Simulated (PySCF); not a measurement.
# Bi(CN)3: other functionals and bases at one geometry

Aim: see how levels, charges and forces of Bi(CN)3 depend on the level of theory. The species was built from a template and needn't be a known compound.

The runs use PySCF 2.14.0; several levels, as the steps say, no spin–orbit coupling.

1 further run of the same task is left out (for a known fault of the program).

### 1 The system as given

7 atoms, charge 0, spin multiplicity 1.

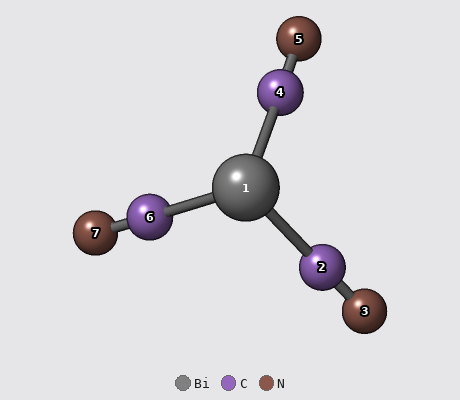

The geometry (bismuth grey, carbon purple, nitrogen brown); atoms are numbered from 1 in the order of the file.

Coordinates:

```xyz
7
charge 0, multiplicity 1
Bi    0.0000    0.0000    1.1906
C     1.8538    0.0000   -0.0350
N     2.8889    0.0000   -0.5598
C    -0.9269    1.6054   -0.0350
N    -1.4444    2.5018   -0.5598
C    -0.9269   -1.6054   -0.0350
N    -1.4444   -2.5018   -0.5598
```

Formal oxidation states: Bi +3. An earlier session relaxed this geometry at PBE0, Bi def2-SVP with ECP60, C def2-SVP, N def2-SVP (singlet, point group C3v).

At PBE0 on the finer grid: E = -492.568633 Eh, HOMO -9.90 eV, LUMO -2.74 eV, Mulliken charge on Bi1 +1.06 e, largest force component 0.004 eV/Å. 

Levels to run: revPBE; TPSSh; PBE0, TZVP. Hardware: 2 threads of Arm Neoverse V1, shared host.

### 2 revPBE

run.py (the lines that set the calculation) reads:

```python
mol = gto.M(atom='''
Bi     0.00000     0.00000     1.19062
C      1.85376     0.00000    -0.03503
N      2.88885     0.00000    -0.55980
C     -0.92688     1.60540    -0.03503
N     -1.44442     2.50182    -0.55980
C     -0.92688    -1.60540    -0.03503
N     -1.44443    -2.50182    -0.55980''',
    basis={'Bi': 'def2-SVP', 'C': 'def2-SVP', 'N': 'def2-SVP'},
    ecp={'Bi': 'def2-SVP'},
    charge=0, spin=0)
mf = dft.RKS(mol, xc='PBE_R,PBE')
mf.grids.atom_grid = (75, 302)
mf = mf.density_fit()  # fitting sets: Bi def2-universal-JKFIT, C def2-universal-JKFIT, N def2-universal-JKFIT
mf.conv_tol = 1e-08; mf.max_cycle = 55
mf.kernel(dm0)  # dm0: the density of the relaxed state
```

Run with:

```bash
$ OMP_NUM_THREADS=2 python run.py
```

Output:

```text
init E= -492.914605930992
  HOMO = -0.311644988503913  LUMO = -0.127646946314598  gap/eV = 5.00684
cycle= 1 E= -492.917620667747  delta_E= -0.00301  |g|= 0.0474  |ddm|= 0.33
  HOMO = -0.306782041084239  LUMO = -0.116071905052024  gap/eV = 5.18949
cycle= 2 E= -492.910731959433  delta_E= 0.00689  |g|= 0.18  |ddm|= 0.182
  HOMO = -0.306536612862911  LUMO = -0.119983388366756  gap/eV = 5.07637
cycle= 3 E= -492.918241387549  delta_E= -0.00751  |g|= 0.0105  |ddm|= 0.116
  HOMO = -0.30815680825898  LUMO = -0.12193558147393  gap/eV = 5.06734
cycle= 4 E= -492.918274441232  delta_E= -3.31e-05  |g|= 0.00154  |ddm|= 0.0229
  HOMO = -0.308165677450956  LUMO = -0.121954937688893  gap/eV = 5.06705
cycle= 5 E= -492.918274889161  delta_E= -4.48e-07  |g|= 0.000357  |ddm|= 0.00283
  HOMO = -0.308144922343739  LUMO = -0.121957956286436  gap/eV = 5.06641
cycle= 6 E= -492.918274923691  delta_E= -3.45e-08  |g|= 0.000157  |ddm|= 0.000626
  HOMO = -0.308146976874474  LUMO = -0.121953877684785  gap/eV = 5.06657
cycle= 7 E= -492.918274928338  delta_E= -4.65e-09  |g|= 0.000112  |ddm|= 0.000191
  HOMO = -0.308147561385665  LUMO = -0.121952763982944  gap/eV = 5.06662
cycle= 8 E= -492.918274931223  delta_E= -2.89e-09  |g|= 9.91e-06  |ddm|= 7.71e-05
  HOMO = -0.30814765397188  LUMO = -0.12195227730383  gap/eV = 5.06663
Extra cycle  E= -492.918274931034  delta_E= 1.89e-10  |g|= 3.08e-05  |ddm|= 3.15e-05
converged SCF energy = -492.918274931034
```

It took 5.7 s on 2 threads of Arm Neoverse V1, shared host.

Read off: E = -492.918275 Eh, HOMO -8.39 eV, LUMO -3.32 eV, Mulliken charge on Bi1 +0.95 e, largest force component 1.778 eV/Å. 

### 3 TPSSh

Edit run.py (the lines that set the calculation) of step 2 so:

```diff
@@ -11,3 +11,3 @@
     charge=0, spin=0)
-mf = dft.RKS(mol, xc='PBE_R,PBE')
+mf = dft.RKS(mol, xc='TPSSH')
 mf.grids.atom_grid = (75, 302)
```

Run with:

```bash
$ OMP_NUM_THREADS=2 python run.py
```

Output:

```text
init E= -492.846249444834
  HOMO = -0.338050992756278  LUMO = -0.115478901634955  gap/eV = 6.05650
cycle= 1 E= -492.847174581537  delta_E= -0.000925  |g|= 0.0218  |ddm|= 0.126
  HOMO = -0.334116745325045  LUMO = -0.112837443999077  gap/eV = 6.02132
cycle= 2 E= -492.847076158349  delta_E= 9.84e-05  |g|= 0.0286  |ddm|= 0.0605
  HOMO = -0.33522681444405  LUMO = -0.113613011245872  gap/eV = 6.03042
cycle= 3 E= -492.847250725026  delta_E= -0.000175  |g|= 0.0156  |ddm|= 0.0368
  HOMO = -0.335547154450469  LUMO = -0.113361198449989  gap/eV = 6.04599
cycle= 4 E= -492.847299776498  delta_E= -4.91e-05  |g|= 0.004  |ddm|= 0.0126
  HOMO = -0.335538782054638  LUMO = -0.113597262314003  gap/eV = 6.03934
cycle= 5 E= -492.84730428012  delta_E= -4.5e-06  |g|= 0.000174  |ddm|= 0.00428
  HOMO = -0.335530211130853  LUMO = -0.113589009236502  gap/eV = 6.03933
cycle= 6 E= -492.847304287649  delta_E= -7.53e-09  |g|= 5.84e-05  |ddm|= 0.000218
  HOMO = -0.33553255404207  LUMO = -0.113586963144678  gap/eV = 6.03945
Extra cycle  E= -492.847304284659  delta_E= 2.99e-09  |g|= 0.000129  |ddm|= 0.000137
converged SCF energy = -492.847304284659
```

Run time: 7.1 s. Hardware: 2 threads of Arm Neoverse V1, shared host.

It gives: E = -492.847304 Eh, HOMO -9.13 eV, LUMO -3.09 eV, Mulliken charge on Bi1 +1.05 e, largest force component 0.629 eV/Å. 

### 4 PBE0, TZVP

Basis: Bi def2-TZVP with ECP60, C def2-TZVP, N def2-TZVP. 

Edit run.py (the lines that set the calculation) of step 3 so:

```diff
@@ -8,6 +8,6 @@
 N     -1.44443    -2.50182    -0.55980''',
-    basis={'Bi': 'def2-SVP', 'C': 'def2-SVP', 'N': 'def2-SVP'},
-    ecp={'Bi': 'def2-SVP'},
+    basis={'Bi': 'def2-TZVP', 'C': 'def2-TZVP', 'N': 'def2-TZVP'},
+    ecp={'Bi': 'def2-TZVP'},
     charge=0, spin=0)
-mf = dft.RKS(mol, xc='TPSSH')
+mf = dft.RKS(mol, xc='PBE0')
 mf.grids.atom_grid = (75, 302)
@@ -15,2 +15,2 @@
 mf.conv_tol = 1e-08; mf.max_cycle = 55
-mf.kernel(dm0)  # dm0: the density of the relaxed state
+mf.kernel(dm0)  # dm0: free metal ions and neutral atoms
```

Run with:

```bash
$ OMP_NUM_THREADS=2 python run.py
```

Output:

```text
init E= -497.24956394989
  HOMO = -0.293561559587167  LUMO = -0.11114402121134  gap/eV = 4.96383
cycle= 1 E= -492.796800069783  delta_E= 4.45  |g|= 0.758  |ddm|= 2.93
  HOMO = -0.366681074872137  LUMO = -0.109880984030319  gap/eV = 6.98789
cycle= 2 E= -492.59873771341  delta_E= 0.198  |g|= 1.19  |ddm|=  1.2
  HOMO = -0.377999003674276  LUMO = -0.124984219106476  gap/eV = 6.88488
cycle= 3 E= -492.861037775109  delta_E= -0.262  |g|= 0.446  |ddm|= 0.781
  HOMO = -0.366162534408372  LUMO = -0.109215657285889  gap/eV = 6.99188
cycle= 4 E= -492.901439842252  delta_E= -0.0404  |g|= 0.0859  |ddm|= 0.281
  HOMO = -0.366825250963795  LUMO = -0.106912202102231  gap/eV = 7.07259
cycle= 5 E= -492.902887576266  delta_E= -0.00145  |g|= 0.0143  |ddm|= 0.0747
  HOMO = -0.368491449432366  LUMO = -0.10819817300053  gap/eV = 7.08294
cycle= 6 E= -492.902924143462  delta_E= -3.66e-05  |g|= 0.00218  |ddm|= 0.0171
  HOMO = -0.368353681413817  LUMO = -0.108114210992248  gap/eV = 7.08148
cycle= 7 E= -492.902925216756  delta_E= -1.07e-06  |g|= 0.000786  |ddm|= 0.00258
  HOMO = -0.368331915566726  LUMO = -0.108053166980679  gap/eV = 7.08255
cycle= 8 E= -492.902925336489  delta_E= -1.2e-07  |g|= 0.000125  |ddm|= 0.0011
  HOMO = -0.36833264047709  LUMO = -0.108051556718519  gap/eV = 7.08261
cycle= 9 E= -492.902925339485  delta_E= -3e-09  |g|= 1.34e-05  |ddm|= 0.000152
  HOMO = -0.368334453614588  LUMO = -0.108054344331509  gap/eV = 7.08258
Extra cycle  E= -492.902925339387  delta_E= 9.75e-11  |g|= 2.65e-05  |ddm|= 2.78e-05
converged SCF energy = -492.902925339387
```

It took 18 s on 2 threads of Arm Neoverse V1, shared host.

Read off: E = -492.902925 Eh, HOMO -10.02 eV, LUMO -2.94 eV, Mulliken charge on Bi1 +1.02 e, largest force component 0.819 eV/Å. 

### 5 All levels side by side

| level | state | HOMO (eV) | gap (eV) | charge on Bi1 (e) | dipole (D) | largest force (eV/Å) | basis functions | time |
| --- | --- | --- | --- | --- | --- | --- | --- | --- |
| PBE0 (relaxed here) | singlet | -9.90 | 7.15 | 1.06 | 6.40 | 0.00 | 110 | 16 s |
| revPBE | singlet | -8.39 | 5.07 | 0.95 | 6.09 | 1.78 | 110 | 5.7 s |
| TPSSh | singlet | -9.13 | 6.04 | 1.05 | 6.33 | 0.63 | 110 | 7.1 s |
| PBE0, TZVP | singlet | -10.02 | 7.08 | 1.02 | 6.54 | 0.82 | 236 | 18 s |

Times are on 2 threads of Arm Neoverse V1, shared host; the first row also made further properties.

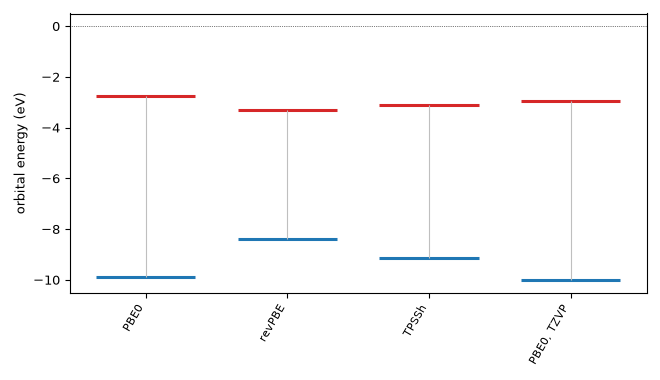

Highest filled and lowest empty level, method by method.

In one basis the HOMO–LUMO gap runs from 5.07 eV (revPBE) to 7.15 eV (PBE0). The largest leftover force, 1.78 eV/Å with revPBE, stands at a geometry relaxed at another level. The Mulliken charge on Bi spans +0.95 to +1.06 e over the levels. Total energies of different levels can't be compared. Spin–orbit coupling is left out throughout.
